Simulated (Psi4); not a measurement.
# DLPNO-MP2/cc-pVDZ (density fitting with def2-universal-jkfit, density fitting for correlation, pno convergence tight, sweep point 3) run of GaHClOF (SMILES [OH][Ga]([F])[Cl])

What is the energy change on altering one bond length of GaHClOF at DLPNO-MP2/cc-pVDZ (density fitting with def2-universal-jkfit, density fitting for correlation, pno convergence tight, sweep point 3)? 

The results are computed with Psi4 1.11.

**1. The molecule**

GaHClOF: 5 atoms, total charge 0, spin state singlet. SMILES: `[OH][Ga]([F])[Cl]`. The shape is that of a PBE0-D4/def2-TZVP optimisation. This is one conformer, not always the lowest.

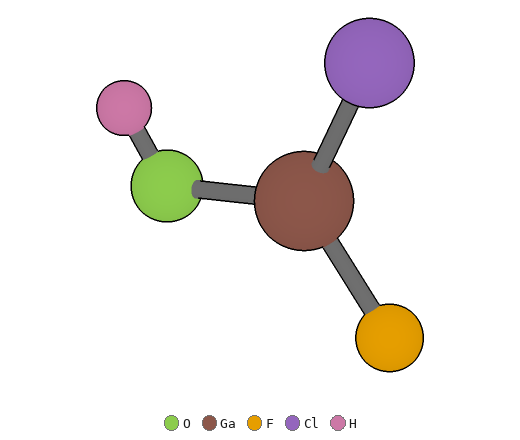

The structure, seen from a chosen angle (oxygen green, gallium brown, fluorine amber, chlorine purple, hydrogen pink).

**2. A single-point energy at DLPNO-MP2/cc-pVDZ (density fitting with def2-universal-jkfit, density fitting for correlation, pno convergence tight, sweep point 3)**

File job.dat:

```
memory 1.6 GB

molecule {
  0 1
  O     -0.77743333    -2.29204882     1.07223060
  Ga     0.04667624     0.36660687    -0.75059922
  F     -0.64590839     0.27155364    -3.94914966
  Cl     1.81470400     3.63413231     0.72244230
  H     -0.34393015    -2.11913888     2.82665234
  units au
  symmetry c1
}

set globals {
  reference       rhf
  puream          true
  scf_type        df
  num_frozen_docc 16
  pno_convergence tight
  df_basis_scf    def2-universal-jkfit
}

energy_value, wavefunction = energy('dlpno-mp2/cc-pVDZ', return_wfn=True)
```

The run is started by

```console
$ psi4 -n 1 job.dat job.out
```

job.out:

```text
[...]
  Running in c1 symmetry.
[...]
  Nuclear repulsion =  365.182967566206628
[...]
  Multiplicity = 1
[...]
  Nalpha       = 33
  Nbeta        = 33
[...]
    Number of basis functions: 78
[...]
   @DF-RHF iter   1: -2557.25405153144629   -4.52754e+00   1.27782e-02 DIIS/ADIIS
[...]
    Orbital Energies [Eh]
    ---------------------
    Doubly Occupied:
       1A   -378.945789     2A   -104.845558     3A    -48.289716
       4A    -42.621054     5A    -42.617820     6A    -42.616985
       7A    -26.266364     8A    -20.582350     9A    -10.573117
      10A     -8.040135    11A     -8.037702    12A     -8.037551
      13A     -6.501603    14A     -4.597787    15A     -4.593997
      16A     -4.592280    17A     -1.547705    18A     -1.365677
      19A     -1.305899    20A     -1.300575    21A     -1.299405
      22A     -1.291265    23A     -1.267722    24A     -1.096598
      25A     -0.708244    26A     -0.648900    27A     -0.618422
      28A     -0.615011    29A     -0.582803    30A     -0.524832
      31A     -0.519480    32A     -0.487468    33A     -0.482843
[...]
  @DF-RHF Final Energy: -2557.74278938209818
   => Energetics <=
    Nuclear Repulsion Energy =            365.1829675662066279
    One-Electron Energy =               -4291.0062019927754591
    Two-Electron Energy =                1368.0804450444704798
    Total Energy =                      -2557.7427893820986355
[...]
 Multipole Moments:
 ------------------------------------------------------------------------------------
     Multipole            Electronic (a.u.)      Nuclear  (a.u.)        Total (a.u.)
 ------------------------------------------------------------------------------------
 L = 1.  Multiply by 2.5417464519 to convert [e a0] to [Debye]
 Dipole X            :         -0.0877977            0.2836878            0.1958901
 Dipole Y            :          0.8732008           -0.8726150            0.0005857
 Dipole Z            :         -2.3604945            3.3256906            0.9651962
 Magnitude           :                                                    0.9848741
[...]
  @LMP2 iter   5:  -0.590979029411 -8.621e-08  9.804e-07
[...]
```

Wall time 6 s (1 thread of AMD EPYC 7R43 (Zen 3), shared host); peak memory 0.33 GiB.

**3. The distorted shape, same level**

File calc.dat:

```
memory 1.6 GB

molecule {
  0 1
  O     -1.18947677    -3.62134075     1.98362095
  Ga     0.04667624     0.36660687    -0.75059922
  F     -0.64590839     0.27155364    -3.94914966
  Cl     1.81470400     3.63413231     0.72244230
  H     -0.75597360    -3.44843081     3.73804268
  units au
  symmetry c1
}

set puream true
set scf_type df
set num_frozen_docc 16
set pno_convergence tight
set df_basis_scf def2-universal-jkfit

e = energy('dlpno-mp2/cc-pVDZ')
```

The run is started by

```console
$ psi4 calc.dat calc.out -n 1
```

calc.out:

```text
[...]
  Running in c1 symmetry.
[...]
  Nuclear repulsion =  331.197986032377230
[...]
  Multiplicity = 1
[...]
  Nalpha       = 33
  Nbeta        = 33
[...]
    Number of basis functions: 78
[...]
   @DF-RHF iter   1: -2557.06361605728034   -5.05253e+00   1.32636e-02 ADIIS/DIIS
[...]
    Orbital Energies [Eh]
    ---------------------
    Doubly Occupied:
       1A   -379.011414     2A   -104.872863     3A    -48.352089
       4A    -42.683219     5A    -42.681010     6A    -42.679845
       7A    -26.299336     8A    -20.540058     9A    -10.599952
      10A     -8.066975    11A     -8.064323    12A     -8.064128
      13A     -6.555577    14A     -4.651350    15A     -4.647201
      16A     -4.645383    17A     -1.578514    18A     -1.356920
      19A     -1.352380    20A     -1.350740    21A     -1.348634
      22A     -1.340352    23A     -1.231036    24A     -1.120821
      25A     -0.696452    26A     -0.649570    27A     -0.646451
      28A     -0.583312    29A     -0.575386    30A     -0.512229
      31A     -0.510636    32A     -0.447320    33A     -0.396649
[...]
  @DF-RHF Final Energy: -2557.60805369808349
   => Energetics <=
    Nuclear Repulsion Energy =            331.1979860323772300
    One-Electron Energy =               -4221.3878300502783532
    Two-Electron Energy =                1332.5817903198178556
    Total Energy =                      -2557.6080536980834950
[...]
 Multipole Moments:
 ------------------------------------------------------------------------------------
     Multipole            Electronic (a.u.)      Nuclear  (a.u.)        Total (a.u.)
 ------------------------------------------------------------------------------------
 L = 1.  Multiply by 2.5417464519 to convert [e a0] to [Debye]
 Dipole X            :          0.5743395           -0.1194716            0.4548679
 Dipole Y            :          3.0012761           -2.1732463            0.8280298
 Dipole Z            :         -3.8076550            4.2174307            0.4097756
 Magnitude           :                                                    1.0297836
[...]
  @LMP2 iter   6:  -0.610549925131 -4.547e-08  3.805e-07
[...]
```

It took 6.3 s on 1 thread of AMD EPYC 7R43 (Zen 3), shared host; peak memory 0.31 GiB.

**4. What came out**

Level: DLPNO-MP2/cc-pVDZ (density fitting with def2-universal-jkfit, density fitting for correlation, pno convergence tight, sweep point 3), 16 core orbitals frozen.

| quantity | value |
| --- | --- |
| first shape: total energy | -2558.33377 Eh |
| first shape: HOMO energy (Hartree–Fock orbitals) | -13.14 eV |
| first shape: LUMO energy (Hartree–Fock orbitals) | 1.95 eV |
| first shape: HOMO–LUMO gap (Hartree–Fock orbitals) | 15.09 eV |
| first shape: correlation energy (16 core orbitals frozen) | -591.0 mEh |
| distorted shape: total energy | -2558.21860 Eh |
| distorted shape: HOMO energy (Hartree–Fock orbitals) | -10.79 eV |
| distorted shape: LUMO energy (Hartree–Fock orbitals) | -0.56 eV |
| distorted shape: HOMO–LUMO gap (Hartree–Fock orbitals) | 10.24 eV |
| distorted shape: correlation energy (16 core orbitals frozen) | -610.5 mEh |
| energy change with the O1–Ga2 bond stretched from 1.761 to 2.641 Å | 3.134 eV |

**Reading.** With the O1–Ga2 bond stretched from 1.761 to 2.641 Å the energy rises by 3.13 eV (72 kcal/mol). The first shape isn't relaxed at this level, so the change isn't measured from a minimum.
